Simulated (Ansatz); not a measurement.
# NiTe2 monolayer (1T): phonons and vibrational spectra, part 2 of 2

The cell of NiTe2 monolayer (1T) is at rest. What are its phonons? After the zone centre comes a 3×3×1 q mesh on a 15×15×1 k mesh.

Ansatz 0.2.0; DFT LDA, scalar-relativistic, plane waves, PAW.

So far. Step 2 (Zone-centre response): Before it was imposed, the acoustic sum rule was missed by 3.6e-5 eV/Å². Small misses are needed for a sound result but don't prove that mesh and cutoff are converged. The lowest optical mode is real, 111 cm⁻¹.

## Step 3: The dispersion (continued)

The phonon density of states has structure finer than the step of the table below, so its rows give means over 10 cm⁻¹, whole bins alone (the curve runs from 1 to 251 cm⁻¹). Peaks (cm⁻¹: height): 47.0: 0.113, 111.0: 0.251, 131.0: 0.120, 241.0: 0.324, 247.0: 0.249.

Tetrahedra on a 21×21×1 mesh, mean over bins of 2 cm-1. Interpolated from a 3×3×1 q mesh. Table of phonon density of states by wavenumber; means over each step:

| wavenumber (cm⁻¹) | phonon density of states (1/cm⁻¹/cell) |
| --- | --- |
| 10 | 0.00343 |
| 20 | 0.00781 |
| 30 | 0.0136 |
| 40 | 0.0300 |
| 50 | 0.0721 |
| 60 | 0.0409 |
| 70 | 0.0348 |
| 80 | 0.0445 |
| 90 | 0.0534 |
| 100 | 0.0944 |
| 110 | 0.105 |
| 120 | 0.00190 |
| 130 | 0.0637 |
| 140 | 0.0239 |
| 150 | 0.0103 |
| 160 | 2.3e-4 |
| 170 | 0 |
| 180 | 0 |
| 190 | 0 |
| 200 | 0 |
| 210 | 0 |
| 220 | 0 |
| 230 | 0 |
| 240 | 0.203 |

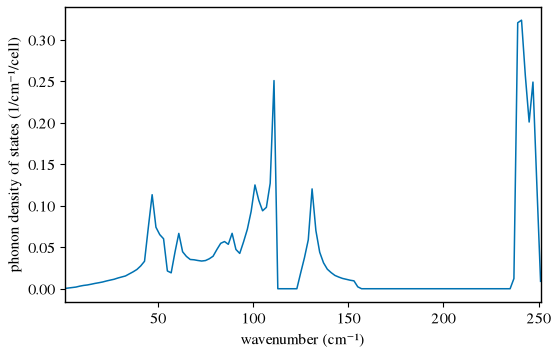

Phonon density of states against wavenumber.

The partial phonon density of states has structure finer than the step of the table below, so its rows give means over 20 cm⁻¹, whole bins alone (the curve runs from -10 to 268 cm⁻¹). Peaks (cm⁻¹: height): Ni 241.4: 0.244; Te 47.6: 0.0676, 61.6: 0.0438, 110.5: 0.145, 131.4: 0.085, 241.4: 0.0430.

Phonopy on the run's constants, 17x17x1 mesh, Gaussian sigma 2.0 cm-1. Interpolated from a 3×3×1 q mesh. Table of partial phonon density of states by wavenumber; means over each step; values in 1/cm⁻¹/cell:

| wavenumber (cm⁻¹) | Ni | Te |
| --- | --- | --- |
| 0 | 1.7e-4 | 7.3e-4 |
| 20 | 0.00153 | 0.00672 |
| 40 | 0.00695 | 0.0328 |
| 60 | 0.00699 | 0.0371 |
| 80 | 0.00396 | 0.0408 |
| 100 | 0.00221 | 0.0876 |
| 120 | 1.5e-4 | 0.0358 |
| 140 | 2.2e-5 | 0.0338 |
| 160 | 0 | 0.00235 |
| 180 | 0 | 0 |
| 200 | 0 | 0 |
| 220 | 1.0e-6 | 2.0e-7 |
| 240 | 0.122 | 0.0212 |

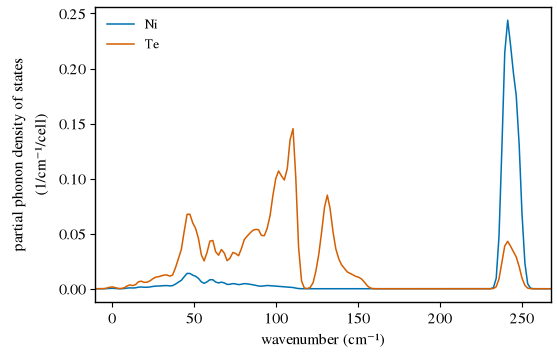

Partial phonon density of states, plotted against wavenumber.

Harmonic thermodynamic functions per atom, from the density of states. Interpolated from a 3×3×1 q mesh. Thermodynamic functions, by row:

| T (K) | F_vib (meV/atom) | S (J/mol-atom/K) | C_V (J/mol-atom/K) |
| --- | --- | --- | --- |
| 0 | 26.04 | 0 | 0 |
| 100 | 18.83 | 16.33 | 17.64 |
| 200 | -5.96 | 30.45 | 22.48 |
| 300 | -42.68 | 39.85 | 23.77 |
| 400 | -87.73 | 46.77 | 24.26 |
| 500 | -139.1 | 52.21 | 24.49 |
| 600 | -195.6 | 56.69 | 24.62 |
| 700 | -256.4 | 60.49 | 24.7 |
| 800 | -320.8 | 63.79 | 24.75 |
| 900 | -388.5 | 66.71 | 24.79 |
| 1000 | -459 | 69.32 | 24.82 |

Symmetry leaves 3 wavevectors to solve. The lowest mode among them, the acoustic zeros apart, lies at q = (0, 0.333, 0) and is real, 45.4 cm⁻¹.

## Step 4: Isotope substitution, element Ni, natural mass 58.6934 amu

An isotope changes the mass and not the force constants, so no new electronic calculation is needed; the shifts show which modes move this element.

The same force constants with the mass of Ni changed from 58.693 to 63.928 u (phonopy, no LO-TO term). Both lists are sorted by frequency; levels can cross, so a row need not hold one and the same mode. Modes under 3 cm⁻¹ are left out. Isotope shifts, by row:

| q | rank | natural mass (cm⁻¹) | changed mass (cm⁻¹) |
| --- | --- | --- | --- |
| 0 0 0 | 4 | 111.3 | 111.3 |
| 0 0 0 | 5 | 111.3 | 111.3 |
| 0 0 0 | 6 | 154.7 | 154.7 |
| 0 0 0 | 7 | 239.7 | 231.6 |
| 0 0 0 | 8 | 239.7 | 231.6 |
| 0 0 0 | 9 | 248.9 | 240.5 |
| 0 0.3333 0 | 1 | 45.4 | 45.05 |
| 0 0.3333 0 | 2 | 59.65 | 59.22 |
| 0 0.3333 0 | 3 | 85.84 | 85.54 |
| 0 0.3333 0 | 4 | 105.2 | 105.2 |
| 0 0.3333 0 | 5 | 110.1 | 110 |
| 0 0.3333 0 | 6 | 133.8 | 133.8 |
| 0 0.3333 0 | 7 | 240.1 | 231.7 |
| 0 0.3333 0 | 8 | 242.1 | 233.5 |
| 0 0.3333 0 | 9 | 246.2 | 237.3 |
| 0.3333 0.3333 0 | 1 | 54.26 | 53.83 |
| 0.3333 0.3333 0 | 2 | 88.2 | 88.03 |
| 0.3333 0.3333 0 | 3 | 88.2 | 88.03 |
| 0.3333 0.3333 0 | 4 | 94.4 | 94.15 |
| 0.3333 0.3333 0 | 5 | 94.4 | 94.15 |
| 0.3333 0.3333 0 | 6 | 124.5 | 124.5 |
| 0.3333 0.3333 0 | 7 | 244.3 | 235.2 |
| 0.3333 0.3333 0 | 8 | 244.3 | 235.2 |
| 0.3333 0.3333 0 | 9 | 245.1 | 236.7 |

A mode of this element alone would shift by -4.18 %. The highest zone-centre frequency without the field goes from 248.9 to 240.5 cm⁻¹ (-3.4 %). The product of the frequency ratios over all optical modes at Γ is 0.902; the product rule, (m/m′)^(3k/2) (M′/M)^(3/2) with k = 1 such atoms and M the mass of the cell, gives 0.902.

## Step 5: Another isotope, element Te, natural mass 127.6 amu

The same for Te, from 127.60 to 129.91 u.

A mode of this element alone would shift by -0.89 %. The highest zone-centre frequency without the field goes from 248.9 to 248.5 cm⁻¹ (-0.2 %). The product of the frequency ratios over all optical modes at Γ is 0.969; the product rule, (m/m′)^(3k/2) (M′/M)^(3/2) with k = 2 such atoms and M the mass of the cell, gives 0.969.

## Step 6: Results

```json
{"space group (within 0.01 Å)": "P-3m1", "area per atom": "3.83 Å²", "electronic character": "no gap on this mesh", "highest optical mode at the zone centre (no LO-TO term)": "249 cm⁻¹", "lowest optical zone-centre mode": "111 cm⁻¹", "lowest mode on the q mesh (acoustic modes at Γ apart)": "45.4 cm⁻¹", "highest frequency on the path or at a solved wavevector": "250 cm⁻¹", "zero-point energy per atom": "26.0 meV", "heat capacity at 300 K": "23.8 J/(mol atoms K)", "vibrational entropy at 300 K": "39.9 J/(mol atoms K)", "imaginary modes on the 3×3×1 q mesh": "none"}
```

What this shows: The structure is a minimum as far as tested: no mode is imaginary at the 3 irreducible wavevectors of the 3×3×1 mesh, and the softest away from the acoustic zeros lies at 45 cm⁻¹. The optical modes at Γ span 111 to 249 cm⁻¹. The highest mode in this list at Γ, 248.9 cm⁻¹, is mostly motion of Ni (81 % of the kinetic energy). On the path and the mesh, the widest gap between branches runs from 155 to 238 cm⁻¹. With no gap, or one that is small against the smearing, the frequencies hang on the k mesh and the smearing, most of all near Kohn anomalies. The phonon runs are without spin polarisation, although Ni often carries a moment. In a sheet or slab the interpolated bending branch near Γ is rough, since the rotational sum rule isn't imposed. Spin-orbit coupling is left out, which can matter for the heavy elements here. A phonon run warned that its eigensolver left some bands unconverged in a pass. The starting cell was built on a prototype and not taken from a measurement. These are harmonic frequencies at zero temperature: anharmonic shifts, linewidths and thermal expansion are left out.

[Logs are printed without paths, hosts, clocks, repeated set-up lines and the standing remarks that a program may print on its own settings, such as how far it seeks lower states.]

[Hosts, paths, dates, database ids (printed as entryN), source tags and the programs' standing remarks are cut or masked in the printed files.]
